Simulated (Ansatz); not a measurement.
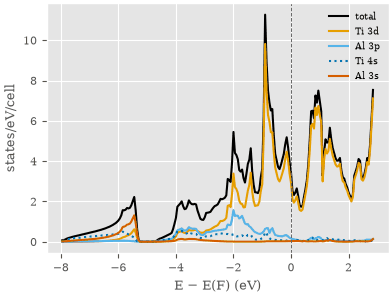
Figure. Total and projected density of states of Ti$_{3}$Al in space group Fm-3m (No. 225; Ti on 8c, Ti on 4a, Al on 4b), DFT-r²SCAN in the program Ansatz with PAW potentials

Question: Which orbitals carry the states next to the Fermi level?

Answer: Within 0.5 eV of the Fermi level: Ti 3d 85 %, Al 3p 5 %, outside the projected shells 6 %. Projections are on Löwdin-orthogonalised atomic valence shells; empty p or d shells of many metals are not among them.

Question: Where is the tallest occupied peak in this window, and what makes it?

Answer: Near -0.9 eV, about 11 states/eV per cell; the largest projected share is Ti 3d.

The first step of the workflow began from a Materials Project structure, measured or hypothetical; the Crystallography Open Database copy checked does not list it. With Ti and Al taken as one species the cell has the higher symmetry Im-3m, so it may be an ordered model of a mixed-site phase. It is not the phase usual at ambient conditions (space group No. 194). The r²SCAN relaxation kept the symmetry of its start; its stability against distortions is not shown here. The final state is ferromagnetic, chosen from 3 collinear starts compared on coarse meshes (ties went to the first, and starts can fall back to one state), not a proven ground state. Other orbital occupations within this spin state were not tried.

Potentials: the later of the program's two PAW sets.
